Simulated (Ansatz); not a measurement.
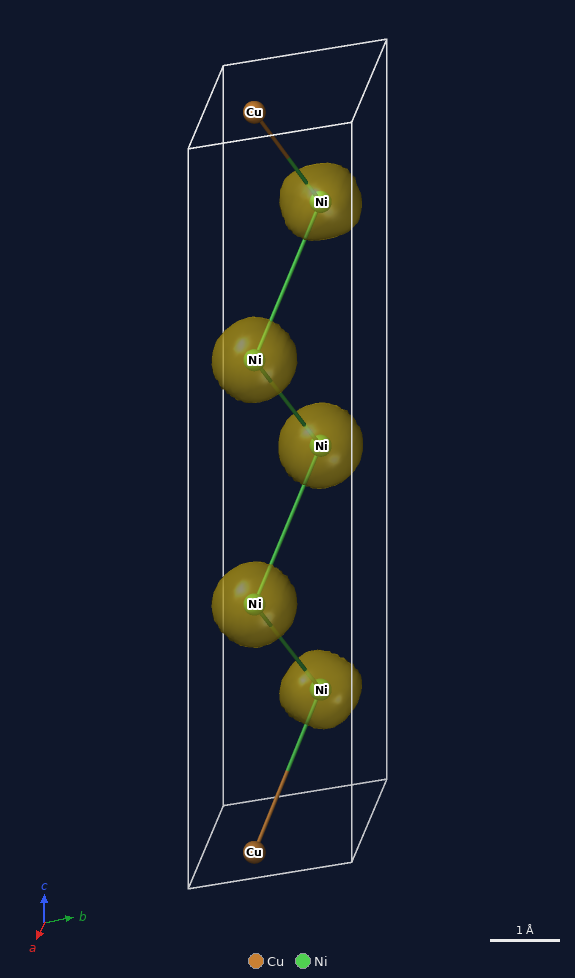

CuNi5. Isosurface of the spin density at +0.15 e/Å³ (yellow), seen at an oblique angle. Sticks mark near contacts.

Space group P-6m2; a structure generated by program, which may or may not match a known phase; spin-polarised.

The calculation used DFT PBE, scalar-relativistic, plane waves, PAW (Ansatz).

The density is the valence pseudo-density of a PAW calculation; it isn't the true density close to the nuclei.

```xyz
6
Lattice="2.4948 0.0000 0.0000 -1.2474 2.1605 0.0000 0.0000 0.0000 12.3375" Properties=species:S:1:pos:R:3 pbc="T T T"
Cu    1.2474    0.7202    0.0000
Ni    0.0000    1.4404   10.2343
Ni    0.0000    1.4404    2.1032
Ni    0.0000    1.4404    6.1687
Ni    1.2474    0.7202    4.1323
Ni    1.2474    0.7202    8.2052
```

Where is the spin, and how is it ordered?

The spin density sits on Ni: +0.7 μB (×3) and +0.5 μB (×2) in one cell of 6 atoms: parallel main moments (a ferromagnetic arrangement) in this solution. The cell of the calculation (6 atoms) carries 2.9 μB of net spin moment.
